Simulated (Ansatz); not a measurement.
# CH₄BClFN: one molecule under many settings, part 1 of 2

Aim: run CH₄BClFN under a spread of inputs, and see what each costs and gives.

Program: Ansatz 0.2.0, Gaussian basis. Level of theory: the settings change from run to run. These are calculated values, not measurements.

## Step 1: The geometry

An earlier PBE0-D4 in a triple-zeta def2 set relaxation fixed the geometry.

SMILES `NB(Cl)CF`, 9 atoms, charge 0, spin multiplicity 1.

Atoms are counted from 1 here; the program's logs count them from 0.

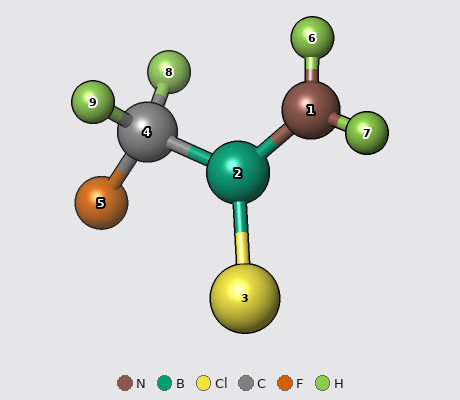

The geometry (nitrogen brown, boron teal, chlorine yellow, carbon grey, fluorine orange, hydrogen green); atoms are numbered from 1 in the order of the file.

## Step 2: HSE06/pcseg-2

Options: charge -1, multiplicity 2.

File in.yaml:

```yaml
crystal:
  periodic: [false, false, false]
  atoms:
    - {symbol: N, position_ang: [0.843886, 0.852984, -0.839025]}
    - {symbol: B, position_ang: [0.528660, -0.168831, 0.045357]}
    - {symbol: Cl, position_ang: [1.830089, -1.152720, 0.719783]}
    - {symbol: C, position_ang: [-0.967100, -0.422813, 0.493591]}
    - {symbol: F, position_ang: [-1.188524, -1.704254, 0.965181]}
    - {symbol: H, position_ang: [0.148976, 1.433077, -1.276988]}
    - {symbol: H, position_ang: [1.791013, 1.078532, -1.090799]}
    - {symbol: H, position_ang: [-1.668789, -0.242470, -0.330219]}
    - {symbol: H, position_ang: [-1.229809, 0.280096, 1.296117]}
basis:
  gaussian: {orbitals: pcseg-2}
total_charge: -1
magnetization: {spin_polarized: true, initial_magnetization: 1}
hamiltonian: {xc: {name: HSE06}}
output: {forces: true}
```

Launch:

```bash
$ ansatz run in.yaml --threads 2 --pin off --events-out ev --progress --plain --max-ram 4352MiB
```

Standard output:

```text
Functional definition: HSE06
  name "HSE06"
  cite "Heyd, Scuseria & Ernzerhof, J. Chem. Phys. 118, 8207 (2003) doi:10.1063/1.1564060"
  cite "Krukau, Vydrov, Izmaylov & Scuseria, J. Chem. Phys. 125, 224106 (2006) doi:10.1063/1.2404663"
  cite "Heyd & Scuseria, J. Chem. Phys. 120, 7274 (2004) doi:10.1063/1.1668634"
  cite "Ernzerhof & Perdew, J. Chem. Phys. 109, 3313 (1998) doi:10.1063/1.476928"
  cite "Perdew, Burke & Ernzerhof, Phys. Rev. Lett. 77, 3865 (1996) doi:10.1103/PhysRevLett.77.3865"
  parent pbe
  parameter a = 0.25
  parameter omega = 0.11/bohr
  # The whole range is PBE's own exchange, as in plane waves. The composition of these papers is wPBEh.
  exchange = pbe_x - a*pbe_x_sr(omega) + a*exact_x_sr(omega)
  correlation = pbe_c
1126 factors; their error is unknown
84 factors; integrals over basis functions are off by at most 3.5e-7 eV
mean field evaluation 1: about -18493.4873 eV, gradient 4.1e1 eV
mean field evaluation 2: about -18478.7250 eV, gradient 6.8e1 eV
mean field evaluation 4: about -18500.5351 eV, gradient 7.0e0 eV
mean field evaluation 8: about -18500.8390 eV, gradient 1.8e-1 eV
mean field evaluation 16: about -18500.8985 eV, gradient 4.3e-3 eV
mean field evaluation 32: about -18500.0311 eV, gradient 3.9e0 eV
mean field -18500.89850429 eV, -679.8954796733 hartree, gradient 1.9e-5 eV, S^2 0.750413; 7 other end points of the search recorded, 0 dependent functions left out
the calculation of the forces begins
reference -18500.89854938 eV, -679.8954813304 hartree; 25, 24 occupied and 185, 186 virtual orbitals, 1126 factors
Total energy: -18500.89854938 eV, -679.8954813304 hartree
Atom 0 at     0.843886     0.852984    -0.839025 Å, force     0.082367    -1.014954     0.824854 eV/Å
Atom 1 at     0.528660    -0.168831     0.045357 Å, force    -0.291509     0.951008    -0.632620 eV/Å
Atom 2 at     1.830089    -1.152720     0.719783 Å, force     0.454215    -0.520968     0.339481 eV/Å
Atom 3 at    -0.967100    -0.422813     0.493591 Å, force     0.069242     0.209903    -0.088383 eV/Å
Atom 4 at    -1.188524    -1.704254     0.965181 Å, force    -0.147641    -0.731069     0.313356 eV/Å
Atom 5 at     0.148976     1.433077    -1.276988 Å, force    -0.638937     0.561261    -0.429374 eV/Å
Atom 6 at     1.791013     1.078532    -1.090799 Å, force     0.461508     0.229339    -0.213106 eV/Å
Atom 7 at    -1.668789    -0.242470    -0.330219 Å, force     0.030650     0.177194    -0.050349 eV/Å
Atom 8 at    -1.229809     0.280096     1.296117 Å, force    -0.019895     0.138285    -0.063859 eV/Å
Dipole moment:     0.315913    -0.883574     0.717283 e Å
```

It took 20 s on 2 threads of Arm Neoverse V1, shared host; peak memory 0.71 GiB.

Largest force 1.310 eV/Å, ⟨S²⟩ 0.750.

## Step 3: CAM-B3LYP/aug-cc-pVDZ

Set apart from the defaults: multiplicity 3.

in.yaml, as its differences from that of step 2:

```diff
@@ -13,6 +13,4 @@
 basis:
-  gaussian: {orbitals: pcseg-2}
-total_charge: -1
-magnetization: {spin_polarized: true, initial_magnetization: 1}
-hamiltonian: {xc: {name: HSE06}}
-output: {forces: true}
+  gaussian: {orbitals: aug-cc-pVDZ}
+magnetization: {spin_polarized: true, initial_magnetization: 2}
+hamiltonian: {xc: {name: CAM-B3LYP}}
```

The command is unchanged.

Standard output:

```text
Functional definition: CAM-B3LYP
  name "CAM-B3LYP"
  cite "Yanai, Tew & Handy, Chem. Phys. Lett. 393, 51 (2004) doi:10.1016/j.cplett.2004.06.011"
  cite "Iikura, Tsuneda, Yanai & Hirao, J. Chem. Phys. 115, 3540 (2001) doi:10.1063/1.1383587"
  cite "Becke, Phys. Rev. A 38, 3098 (1988) doi:10.1103/PhysRevA.38.3098"
  cite "Lee, Yang & Parr, Phys. Rev. B 37, 785 (1988) doi:10.1103/PhysRevB.37.785"
  cite "Vosko, Wilk & Nusair, Can. J. Phys. 58, 1200 (1980) doi:10.1139/p80-159"
  parameter alpha = 0.19
  parameter beta = 0.46
  parameter omega = 0.33/bohr
  parameter ac = 0.81
  # Exact exchange under (alpha + beta erf(omega r))/r, Becke's under what is left of 1/r.
  exchange = (1 - alpha - beta)*b88_x + beta*b88_x_sr(omega) + alpha*exact_x + beta*exact_x_lr(omega)
  correlation = (1 - ac)*vwn5_c + ac*lyp_c
1442 factors; their error is unknown
635 factors; integrals over basis functions are off by at most 1.4e-5 eV
mean field evaluation 1: about -18490.6477 eV, gradient 4.9e1 eV
mean field evaluation 2: about -18467.9360 eV, gradient 7.8e1 eV
mean field evaluation 4: about -18501.9762 eV, gradient 5.7e0 eV
mean field evaluation 8: about -18502.3644 eV, gradient 9.8e-1 eV
mean field evaluation 16: about -18502.7645 eV, gradient 7.4e-1 eV
mean field evaluation 32: about -18502.2972 eV, gradient 8.9e0 eV
mean field -18502.90759607 eV, -679.9693124343 hartree, gradient 2.8e-6 eV, S^2 2.008377; 6 other end points of the search recorded, 0 dependent functions left out
reference -18502.90776403 eV, -679.9693186066 hartree; 25, 23 occupied and 130, 132 virtual orbitals, 1442 factors
Total energy: -18502.90776403 eV, -679.9693186066 hartree
```

Run time: 30 s. Hardware: 2 threads of Arm Neoverse V1, shared host; peak memory 0.87 GiB.

⟨S²⟩ 2.008.

## Step 4: PBE-QIDH/def2-mTZVP

in.yaml, as its differences from that of step 3:

```diff
@@ -13,4 +13,4 @@
 basis:
-  gaussian: {orbitals: aug-cc-pVDZ}
-magnetization: {spin_polarized: true, initial_magnetization: 2}
-hamiltonian: {xc: {name: CAM-B3LYP}}
+  gaussian: {orbitals: def2-mTZVP}
+hamiltonian: {xc: {name: PBE-QIDH}}
+output: {forces: true}
```

Launched as before.

Standard output:

```text
Functional definition: PBE-QIDH
  name "PBE-QIDH"
  cite "Brémond, Sancho-García, Pérez-Jiménez & Adamo, J. Chem. Phys. 141, 031101 (2014) doi:10.1063/1.4890314"
  cite "Perdew, Burke & Ernzerhof, Phys. Rev. Lett. 77, 3865 (1996) doi:10.1103/PhysRevLett.77.3865"
  parameter a = 3^(-1/3)
  parameter c = 1/3
  exchange = (1 - a)*pbe_x + a*exact_x
  correlation = (1 - c)*pbe_c + c*(mp2_os + mp2_ss)
984 factors; integrals over basis functions are off by at most 9.6e-4 eV
mean field evaluation 1: about -18486.0872 eV, gradient 4.3e1 eV
mean field evaluation 2: about -18486.1681 eV, gradient 4.3e1 eV
mean field evaluation 4: about -18489.6509 eV, gradient 3.2e0 eV
mean field evaluation 8: about -18489.6795 eV, gradient 1.7e-1 eV
mean field evaluation 16: about -18489.6796 eV, gradient 1.1e-4 eV
mean field -18489.67959965 eV, -679.4831925321 hartree, gradient 5.4e-6 eV, S^2 0.000000; 0 other end points of the search recorded, 0 dependent functions left out
9 core orbitals not correlated: weight in the atoms' cores, before any rotation towards them, 1.000 or more for the frozen orbitals, at most 0.000 for the correlated occupied ones
reference -18489.67961066 eV, -679.4831929369 hartree; 15, 15 occupied and 86, 86 virtual orbitals, 984 factors
second order -22.06987340 eV of doubles, -0.00000000 eV of singles
the calculation of the forces begins
Total energy: -18497.03623513 eV, -679.7535438996 hartree
Atom 0 at     0.843886     0.852984    -0.839025 Å, force    -0.065147    -0.090324     0.072089 eV/Å
Atom 1 at     0.528660    -0.168831     0.045357 Å, force    -0.051704     0.037888    -0.059690 eV/Å
Atom 2 at     1.830089    -1.152720     0.719783 Å, force     0.039202    -0.020156     0.020452 eV/Å
Atom 3 at    -0.967100    -0.422813     0.493591 Å, force    -0.095486     0.273175    -0.048647 eV/Å
Atom 4 at    -1.188524    -1.704254     0.965181 Å, force     0.015206     0.017268    -0.016933 eV/Å
Atom 5 at     0.148976     1.433077    -1.276988 Å, force     0.071996    -0.017196     0.008309 eV/Å
Atom 6 at     1.791013     1.078532    -1.090799 Å, force    -0.068732     0.013067    -0.002802 eV/Å
Atom 7 at    -1.668789    -0.242470    -0.330219 Å, force     0.127471    -0.050790     0.164830 eV/Å
Atom 8 at    -1.229809     0.280096     1.296117 Å, force     0.027194    -0.162933    -0.137609 eV/Å
Dipole moment:    -0.063440     0.784170    -0.462093 e Å
```

Run time: 7 s. Hardware: 2 threads of Arm Neoverse V1, shared host; peak memory 0.26 GiB.

Largest force 0.293 eV/Å, dipole 4.38 D.

## Step 5: PBE0/def2-SVP

in.yaml, as its differences from that of step 4:

```diff
@@ -13,4 +13,3 @@
 basis:
-  gaussian: {orbitals: def2-mTZVP}
-hamiltonian: {xc: {name: PBE-QIDH}}
-output: {forces: true}
+  gaussian: {orbitals: def2-SVP}
+hamiltonian: {xc: {name: PBE0}}
```

The command is unchanged.

Standard output:

```text
Functional definition: PBE0
  name "PBE0"
  cite "Adamo & Barone, J. Chem. Phys. 110, 6158 (1999) doi:10.1063/1.478522"
  cite "Perdew, Burke & Ernzerhof, Phys. Rev. Lett. 77, 3865 (1996) doi:10.1103/PhysRevLett.77.3865"
  parent pbe
  parameter a = 0.25
  parameter kappa = 0.804
  parameter beta = 0.06672455060314922
  exchange = (1 - a)*pbe_x(kappa = kappa, mu = beta*pi^2/3) + a*exact_x
  correlation = pbe_c(beta = beta)
1077 factors; their error is unknown
mean field evaluation 1: about -18485.9615 eV, gradient 5.1e1 eV
mean field evaluation 2: about -18482.3571 eV, gradient 6.4e1 eV
mean field evaluation 4: about -18491.2825 eV, gradient 2.0e0 eV
mean field evaluation 8: about -18491.2941 eV, gradient 3.8e-2 eV
mean field evaluation 16: about -18491.3405 eV, gradient 1.6e-5 eV
mean field -18491.34045332 eV, -679.5442277787 hartree, gradient 1.6e-5 eV, S^2 0.000000; 0 other end points of the search recorded, 0 dependent functions left out
reference -18491.34047452 eV, -679.5442285577 hartree; 24, 24 occupied and 70, 70 virtual orbitals, 1077 factors
Total energy: -18491.34047452 eV, -679.5442285577 hartree
```

It took 1.4 s on 2 threads of Arm Neoverse V1, shared host.

## Step 6: RPBE/def2-TZVPD

in.yaml, as its differences from that of step 5:

```diff
@@ -13,3 +13,4 @@
 basis:
-  gaussian: {orbitals: def2-SVP}
-hamiltonian: {xc: {name: PBE0}}
+  gaussian: {orbitals: def2-TZVPD}
+hamiltonian: {xc: {name: RPBE}}
+output: {forces: true}
```

The command is unchanged.

Standard output:

```text
Functional definition: RPBE
  name "RPBE"
  cite "Hammer, Hansen & Nørskov, Phys. Rev. B 59, 7413 (1999) doi:10.1103/PhysRevB.59.7413"
  cite "Perdew, Burke & Ernzerhof, Phys. Rev. Lett. 77, 3865 (1996) doi:10.1103/PhysRevLett.77.3865"
  parameter kappa = 0.804
  parameter beta = 0.06672455060314922
  exchange = rpbe_x(kappa = kappa, mu = beta*pi^2/3)
  correlation = pbe_c(beta = beta)
1199 factors; their error is unknown
mean field evaluation 1: about -18499.7339 eV, gradient 7.7e1 eV
mean field evaluation 2: about -18468.5004 eV, gradient 1.3e2 eV
mean field evaluation 4: about -18511.5290 eV, gradient 1.3e1 eV
mean field evaluation 8: about -18511.8819 eV, gradient 1.9e-1 eV
mean field evaluation 16: about -18511.8567 eV, gradient 3.4e-4 eV
mean field -18511.85673420 eV, -680.2981871946 hartree, gradient 1.7e-5 eV, S^2 0.000000; 0 other end points of the search recorded, 0 dependent functions left out
the calculation of the forces begins
reference -18511.85679332 eV, -680.2981893675 hartree; 24, 24 occupied and 209, 209 virtual orbitals, 1199 factors
Total energy: -18511.85679332 eV, -680.2981893675 hartree
Atom 0 at     0.843886     0.852984    -0.839025 Å, force     0.068680     0.182341    -0.172577 eV/Å
Atom 1 at     0.528660    -0.168831     0.045357 Å, force    -0.077176    -0.180826     0.164650 eV/Å
Atom 2 at     1.830089    -1.152720     0.719783 Å, force     0.388622    -0.273930     0.187715 eV/Å
Atom 3 at    -0.967100    -0.422813     0.493591 Å, force     0.084406     0.532902    -0.196945 eV/Å
Atom 4 at    -1.188524    -1.704254     0.965181 Å, force    -0.244557    -0.953743     0.356964 eV/Å
Atom 5 at     0.148976     1.433077    -1.276988 Å, force    -0.262191     0.263872    -0.206615 eV/Å
Atom 6 at     1.791013     1.078532    -1.090799 Å, force     0.378244     0.135174    -0.132122 eV/Å
Atom 7 at    -1.668789    -0.242470    -0.330219 Å, force    -0.229112     0.073295    -0.224326 eV/Å
Atom 8 at    -1.229809     0.280096     1.296117 Å, force    -0.106917     0.220914     0.223256 eV/Å
Dipole moment:    -0.050348     0.692847    -0.419026 e Å
```

Wall time 4.4 s (2 threads of Arm Neoverse V1, shared host); peak memory 0.28 GiB.

Largest force 1.047 eV/Å, dipole 3.90 D.

(Continued in part 2 of 2.)
